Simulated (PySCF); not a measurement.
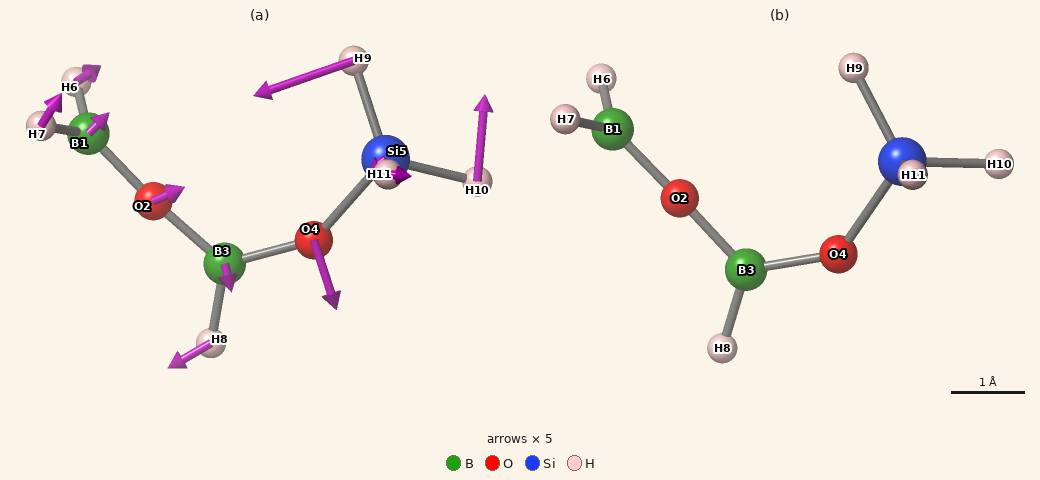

The structure of B2SiH6O2 before (left) and after (right) a relaxation, at one scale. The purple arrows give the displacements, 5 times their true length.

The picture is a ball-and-stick view, seen at a tilt.

The start comes from GFN2-xTB.

These are results of PBE0-D3(BJ)/def2-SVP geometry optimisation, gas phase in PySCF, not measurements. 

**What changed between the two?**

H9 moves most after the best rigid fit: 0.30 Å. By element the largest moves are H 0.30 Å, O 0.21 Å, B 0.08 Å, Si 0.06 Å. Near-neighbour distances that change, for instance: O4–Si5 1.616 → 1.676 Å, O2–B3 1.315 → 1.350 Å, B1–O2 1.300 → 1.334 Å, B1–H6 1.181 → 1.211 Å. Bond angles that change, for instance: B3–O4–Si5 148.2° → 136.5°, O4–Si5–H10 102.8° → 107.4°, B1–O2–B3 174.7° → 178.5°. The energy falls by 20.9 kJ/mol in 7 geometry steps. Largest force component: 0.9 eV/Å at the start, 0.021 eV/Å at the end.
